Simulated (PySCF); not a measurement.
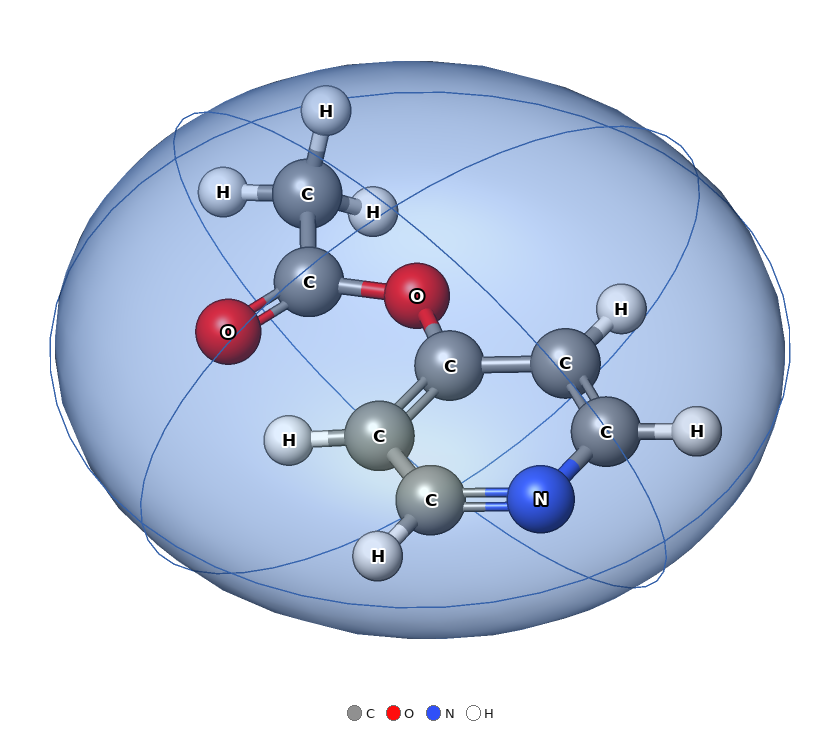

The ellipsoid shows the static dipole polarisability: its half-axes are proportional to the principal values. The geometry was computed by an optimisation with PBE0-D3(BJ)/def2-SVP. No frequency run is at hand to confirm it as a minimum. Method: CAM-B3LYP/def2-SVPD in chloroform (IEF-PCM) (PySCF 2.14.0).

**Give the principal values, the mean and the anisotropy.**

Principal values 70.4, 128.8, 149.7 bohr³; mean 116.3 bohr³ (17.24 Å³); anisotropy 71.2 bohr³, so the longest axis is 2.13 times the shortest.
